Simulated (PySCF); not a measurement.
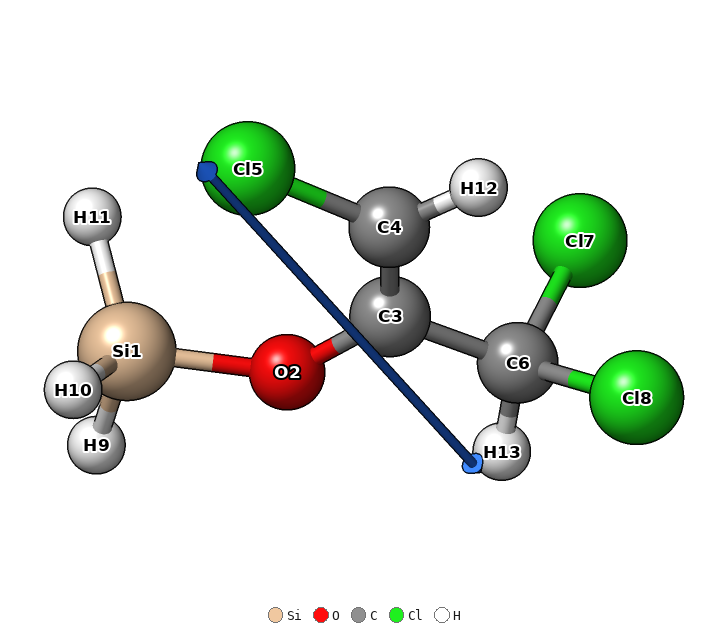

The double arrow shows the direction of the transition dipole to excited singlet state 1 (its length means nothing). The geometry was computed by an optimisation with GFN2-xTB. No frequency run is at hand to confirm it as a minimum. Properties computed with TDDFT B3LYP/def2-SVPD, vertical, gas phase, core orbitals frozen in the response (PySCF 2.14.0).

Give its energy, strength and character.

Answer. 5.13 eV (242 nm), oscillator strength 0.089, mainly HOMO → LUMO (weight 0.72); transition dipole 2.14 D.

The geometry is semi-empirical. Around Si such bond lengths and angles can be off by a tenth of an ångström or more and by several degrees, and values that hang on the shape move with them.
